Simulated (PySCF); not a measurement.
**C6H16OSi2: geometry, NMR shifts and electronic excitations**

Wanted: the NMR shifts and electronic excitations of C6H16OSi2 (`CC(C)[Si@@H]1CC[Si@H](C)O1`), by calculation.

Programs: PySCF 2.14.0, with density-fitted response routines of our own. Each step states its level of theory. These are calculated values for one molecule in the gas phase, unless marked as measured. Atoms count from 0, in the outputs and in this text.

## 1. The starting structure

25 atoms, charge 0, multiplicity 1; geometry from: GFN2-xTB.

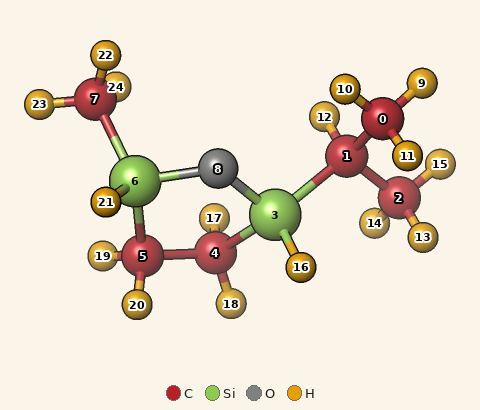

The starting geometry (carbon red, silicon green, oxygen grey, hydrogen amber), atoms numbered.

## 2. Geometry optimisation at PBE0-D3(BJ)/def2-SVP

The job: settings as JSON, then the geometry in Å.

```
{"job": {"xc": "PBE0", "basis": "def2-SVP", "d3": "d3bj", "grid": 1, "kind": "geom"}, "charge": 0, "multiplicity": 1}
C     -2.508931     1.385892    -0.514838
C     -1.839405     0.368289     0.403386
C     -2.864286    -0.637744     0.913783
Si    -0.424109    -0.519429    -0.496044
C      0.700320    -1.593639     0.606377
C      2.122834    -1.463671     0.043986
Si     2.281279     0.273237    -0.735497
C      3.000466     1.591444     0.418192
O      0.686762     0.578793    -0.992267
H     -3.293780     1.927417     0.012883
H     -1.778650     2.101105    -0.883613
H     -2.957455     0.886009    -1.370444
H     -1.442397     0.912092     1.267583
H     -3.290020    -1.195637     0.082907
H     -2.405632    -1.347184     1.598176
H     -3.677026    -0.132698     1.434648
H     -0.875732    -1.226892    -1.699790
H      0.684266    -1.208959     1.628379
H      0.401897    -2.639409     0.665142
H      2.866139    -1.682887     0.810553
H      2.260208    -2.209664    -0.740180
H      2.889232     0.259554    -2.064786
H      2.807312     2.586726     0.030674
H      4.075262     1.475693     0.511521
H      2.570513     1.535707     1.414483
```

**Question.** This job is followed by: GIAO PBE0/pcSseg-1 NMR shielding, non-relativistic, gas phase; TDDFT wB97X-D/def2-SVPD, vertical, gas phase, core orbitals frozen in the response; GIAO B3LYP/pcSseg-1 NMR shielding, non-relativistic, gas phase. Predict these results of the whole session: point group; rotational constants (main isotopes); 13C shifts against TMS (PBE0/pcSseg-1); 1H shifts against TMS (PBE0/pcSseg-1, means over atoms taken as alike); 29Si shifts against TMS (PBE0/pcSseg-1); 17O shifts against H2O (PBE0/pcSseg-1); lowest singlet (wB97X-D/def2-SVPD); brightest single state of those computed; lowest triplet; vertical ionisation energy (ΔSCF); range of the shift of Si6.

As calculated:

```
                                                              quantity                                                           value
                                                           point group                                                              C1
                                  rotational constants (main isotopes)                                            2.00, 0.72, 0.63 GHz
                                13C shifts against TMS (PBE0/pcSseg-1)                             19.1, 18.6, 16.0, 9.9, 7.9, 0.2 ppm
1H shifts against TMS (PBE0/pcSseg-1, means over atoms taken as alike)  5.11, 4.61, 1.23, 0.99, 0.88, 0.86, 0.84, 0.53, 0.47, 0.15 ppm
                               29Si shifts against TMS (PBE0/pcSseg-1)                                                  24.1, 18.7 ppm
                                17O shifts against H2O (PBE0/pcSseg-1)                                                        61.1 ppm
                                    lowest singlet (wB97X-D/def2-SVPD)                                     7.54 eV (164 nm), f = 0.002
                              brightest single state of those computed                                     state 8, 8.36 eV, f = 0.084
                                                        lowest triplet                                                         7.28 eV
                                     vertical ionisation energy (ΔSCF)                                                         9.52 eV
                                             range of the shift of Si6                                                14.8 to 18.7 ppm
```

In words: The optimisation took 9 steps and gained 0.222 eV; among the close pairs (by a distance rule), Si3–O8 changed most, from 1.639 to 1.684 Å. The lowest singlet, at 7.54 eV, is HOMO→LUMO+1 0.42, HOMO→LUMO+2 0.23 and is weak; of the 10 states computed, the strongest absorption comes from state 8 at 8.36 eV (the last state computed is bright too, and its partners may lie past the list). The lowest triplet lies 0.27 eV below the lowest singlet (triplets in Tamm-Dancoff, singlets in full TDDFT). ΔSCF puts the ionisation energy at 9.52 eV, 0.03 eV above −ε(HOMO). Across the 2 runs the shift of Si6 moves most, between 14.8 (B3LYP/pcSseg-1) and 18.7 ppm (PBE0/pcSseg-1).
